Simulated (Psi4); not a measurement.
**UMP2/def2-TZVPD (density fitting for correlation, ints tolerance 1e-08, sweep point 4) run of SiHBrF (SMILES F[SiH]Br)**

What is the vertical ionisation energy of SiHBrF at UMP2/def2-TZVPD (density fitting for correlation, ints tolerance 1e-08, sweep point 4)? Input form: a Python script.

Program for the calculation: Psi4 1.11.

4 further runs of the same task are left out: 4 set aside as unsound or not needed.

### Step 1. The system as given

The species is SiHBrF (4 atoms), meant as a doublet with charge 0. As SMILES, `F[SiH]Br`. The coordinates come from a PBE0-D4/def2-TZVP relaxation.

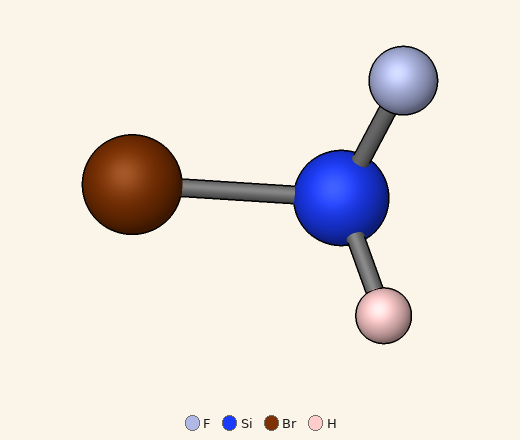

The structure, seen from a chosen angle (fluorine light blue, silicon blue, bromine brown, hydrogen pink).

### Step 2. A single-point energy at UMP2/def2-TZVPD (density fitting for correlation, ints tolerance 1e-08, sweep point 4)

job.py

```python
import psi4

psi4.set_memory('1600 MB')
psi4.set_num_threads(1)
psi4.core.set_output_file('run.log', False)

mol = psi4.geometry("""
0 2
F     -2.03617990    -0.53932784     2.03769168
Si    -0.54764263    -0.48131324    -0.58543715
Br     3.50015073    -1.21641671     0.13927282
H     -0.81144840     2.12291833    -1.62988878
units bohr
symmetry c1
""")

psi4.set_options({
    'reference': 'uhf',
    'puream': True,
    'scf_type': 'direct',
    'num_frozen_docc': 15,
    'ints_tolerance': 1e-08,
    'maxiter': 150,
})

e_tot = psi4.energy('mp2/def2-TZVPD')
print(f'total energy {e_tot:.8f} hartree = {e_tot * 27.211386:.5f} eV')
```

Run with:

```console
$ python job.py
```

run.log:

```text
[...]
  Running in c1 symmetry.
[...]
  Nuclear repulsion =  225.521655825685940
[...]
  Multiplicity = 2
[...]
  Nalpha       = 30
  Nbeta        = 29
[...]
    Number of basis functions: 149
[...]
   @DF-UHF iter   1: -2961.24508184369461   -2.02432e+00   8.39728e-03 ADIIS/DIIS
[...]
   @UHF iter  20: -2961.50090386793545   -8.64020e-12   8.12101e-09 DIIS
[...]
   @S^2 Observed:                7.553093540E-01
[...]
    Orbital Energies [Eh]
    ---------------------
    Alpha Occupied:
       1A   -490.031793     2A    -68.872452     3A    -65.174216
       4A    -58.529384     5A    -58.528332     6A    -58.528209
       7A    -26.308747     8A     -9.847664     9A     -7.458651
      10A     -7.454073    11A     -7.453616    12A     -6.214848
      13A     -4.325822    14A     -4.318364    15A     -4.317104
      16A     -3.199726    17A     -3.197736    18A     -3.197461
      19A     -3.192530    20A     -3.192528    21A     -1.611049
      22A     -1.034976    23A     -0.785989    24A     -0.694845
      25A     -0.687524    26A     -0.636369    27A     -0.515818
      28A     -0.459381    29A     -0.442645    30A     -0.366199
    Alpha Virtual:
[...]
  @UHF Final Energy: -2961.50090386793545
   => Energetics <=
    Nuclear Repulsion Energy =            225.5216558256859400
    One-Electron Energy =               -4573.4491522759963118
    Two-Electron Energy =                1386.4265925823747239
    Total Energy =                      -2961.5009038679354489
  UHF NO Occupations:
  HONO-2 :   28  A 1.9994834
  HONO-1 :   29  A 1.9981377
[...]
 Multipole Moments:
 ------------------------------------------------------------------------------------
     Multipole            Electronic (a.u.)      Nuclear  (a.u.)        Total (a.u.)
 ------------------------------------------------------------------------------------
 L = 1.  Multiply by 2.5417464519 to convert [e a0] to [Debye]
 Dipole X            :          7.0484044           -7.2350292           -0.1866248
 Dipole Y            :         -2.5062295            2.6175702            0.1113407
 Dipole Z            :          0.8149615           -1.3423917           -0.5274303
 Magnitude           :                                                    0.5704457
[...]
```

On the terminal:

```text
total energy -2962.12110054 hartree = -80603.42065 eV
```

Wall time 16 s (1 thread of AMD EPYC 9R45 (Zen 5), shared host); peak memory 0.3 GiB.

### Step 3. The singlet cation

job.py

```python
import psi4

psi4.set_memory(1600000000)
psi4.set_num_threads(1)
psi4.core.set_output_file('run.log', False)

molecule = psi4.geometry("""
1 1
F     -2.03617990    -0.53932784     2.03769168
Si    -0.54764263    -0.48131324    -0.58543715
Br     3.50015073    -1.21641671     0.13927282
H     -0.81144840     2.12291833    -1.62988878
units au
symmetry c1
""")

psi4.set_options({
    'basis': 'def2-TZVPD',
    'puream': True,
    'scf_type': 'direct',
    'num_frozen_docc': 15,
    'ints_tolerance': 1e-08,
    'maxiter': 60,
})

result, w = psi4.energy("mp2", return_wfn=True)
print(f'mp2 energy: {result:.10f} Eh')
for k, v in sorted(psi4.core.scalar_variables().items()):
    print(f'{k:45s} {v:18.10f}')
```

Run with:

```console
$ python job.py
```

run.log:

```text
[...]
  Running in c1 symmetry.
[...]
  Nuclear repulsion =  225.521655825685940
[...]
  Multiplicity = 1
[...]
  Nalpha       = 29
  Nbeta        = 29
[...]
    Number of basis functions: 149
[...]
   @DF-RHF iter   1: -2960.86759508189152   -1.64683e+00   8.46585e-03 DIIS/ADIIS
[...]
   @RHF iter  19: -2961.16594430574969   -7.73070e-12   7.34799e-09 DIIS
[...]
    Orbital Energies [Eh]
    ---------------------
    Doubly Occupied:
       1A   -490.277126     2A    -69.184614     3A    -65.418147
       4A    -58.773319     5A    -58.772030     6A    -58.771799
       7A    -26.550446     8A    -10.090091     9A     -7.701341
      10A     -7.695554    11A     -7.694418    12A     -6.519244
      13A     -4.626448    14A     -4.624216    15A     -4.623298
      16A     -3.444015    17A     -3.441642    18A     -3.440121
      19A     -3.432789    20A     -3.432744    21A     -1.840289
      22A     -1.259497    23A     -1.010342    24A     -0.920206
      25A     -0.908133    26A     -0.861796    27A     -0.735798
      28A     -0.667541    29A     -0.663441
[...]
  @RHF Final Energy: -2961.16594430574969
   => Energetics <=
    Nuclear Repulsion Energy =            225.5216558256859400
    One-Electron Energy =               -4558.6143140964722988
    Two-Electron Energy =                1371.9267139650364697
    Total Energy =                      -2961.1659443057496901
[...]
 Multipole Moments:
 ------------------------------------------------------------------------------------
     Multipole            Electronic (a.u.)      Nuclear  (a.u.)        Total (a.u.)
 ------------------------------------------------------------------------------------
 L = 1.  Multiply by 2.5417464519 to convert [e a0] to [Debye]
 Dipole X            :          5.6478773           -7.2350292           -1.5871519
 Dipole Y            :         -2.4168544            2.6175702            0.2007158
 Dipole Z            :         -0.1230646           -1.3423917           -1.4654564
 Magnitude           :                                                    2.1695392
[...]
```

Standard output:

```text
mp2 energy: -2961.7897811377 Eh
CURRENT CORRELATION ENERGY                         -0.6238368319
CURRENT ENERGY                                  -2961.7897811377
CURRENT REFERENCE ENERGY                        -2961.1659443057
CUSTOM SCS-MP2 CORRELATION ENERGY                  -0.6003744815
CUSTOM SCS-MP2 TOTAL ENERGY                     -2961.7663187873
DD SOLVATION ENERGY                                 0.0000000000
HF KINETIC ENERGY                                2960.6734772979
HF POTENTIAL ENERGY                             -5921.8394216036
HF TOTAL ENERGY                                 -2961.1659443057
HF VIRIAL RATIO                                     2.0001663361
MP2 CORRELATION ENERGY                             -0.6238368319
MP2 DOUBLES ENERGY                                 -0.6238368319
MP2 OPPOSITE-SPIN CORRELATION ENERGY               -0.4528025433
MP2 SAME-SPIN CORRELATION ENERGY                   -0.1710342886
MP2 SINGLES ENERGY                                 -0.0000000000
MP2 TOTAL ENERGY                                -2961.7897811377
NUCLEAR REPULSION ENERGY                          225.5216558257
ONE-ELECTRON ENERGY                             -4558.6143140965
PCM POLARIZATION ENERGY                             0.0000000000
PE ENERGY                                           0.0000000000
SCF ITERATION ENERGY                            -2961.1659443057
SCF ITERATIONS                                     19.0000000000
SCF TOTAL ENERGY                                -2961.1659443057
SCS-MP2 CORRELATION ENERGY                         -0.6003744815
SCS-MP2 TOTAL ENERGY                            -2961.7663187873
TWO-ELECTRON ENERGY                              1371.9267139650
```

It took 13 s on 1 thread of AMD EPYC 9R45 (Zen 5), shared host; peak memory 0.3 GiB.

### Step 4. Summary of results

Level: UMP2/def2-TZVPD (density fitting for correlation, ints tolerance 1e-08, sweep point 4), 15 core orbitals frozen.

| quantity | value |
| --- | --- |
| doublet SiHBrF: total energy | -2962.12110 Eh |
| doublet SiHBrF: HOMO energy (Hartree–Fock orbitals) (highest over α and β) | -9.96 eV |
| doublet SiHBrF: LUMO energy (Hartree–Fock orbitals) (lowest over α and β) | 0.50 eV |
| doublet SiHBrF: correlation energy (15 core orbitals frozen) | -620.2 mEh |
| doublet SiHBrF: ⟨S²⟩ of the reference determinant | 0.755 |
| singlet cation: total energy | -2961.78978 Eh |
| singlet cation: HOMO energy (Hartree–Fock orbitals) | -18.05 eV |
| singlet cation: LUMO energy (Hartree–Fock orbitals) | -8.11 eV |
| singlet cation: HOMO–LUMO gap (Hartree–Fock orbitals) | 9.94 eV |
| singlet cation: correlation energy (15 core orbitals frozen) | -623.8 mEh |
| vertical ionisation energy (to the singlet cation) | 9.016 eV |

What this shows: The vertical ionisation energy comes to 9.02 eV (870 kJ/mol). Only the singlet of the ionised species was computed; a triplet could lie lower.
